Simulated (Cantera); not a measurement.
A closed system holds: 1 mol Si₃N₄, 45 mol HCl, equilibrated at 0.850 bar.

Equilibrium computed with Cantera from the NASA thermochemical tables; the gas is ideal and each condensed phase is pure. Candidate condensed phases: NH₄Cl, Si, Si₃N₄; 28 gas species. The tables' values for SiCl₃ are old estimates; treat these amounts as uncertain. Rates play no part.

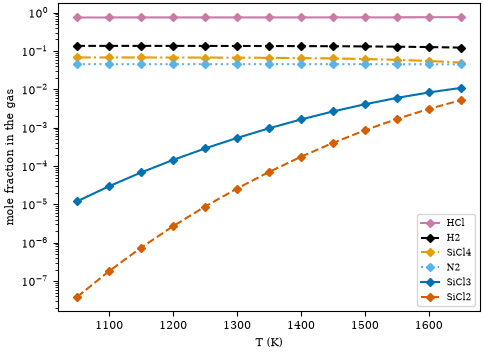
Figure: Equilibrium gas composition (values under 1e-9 drawn at 1e-9)

Problem. Read off the mole fractions at 1050 K.

Solution. HCl about 0.75, H₂ about 0.14, SiCl₄ about 0.068, N₂ about 0.045, SiCl₃ about 1.2e-5, SiCl₂ about 3.9e-8.
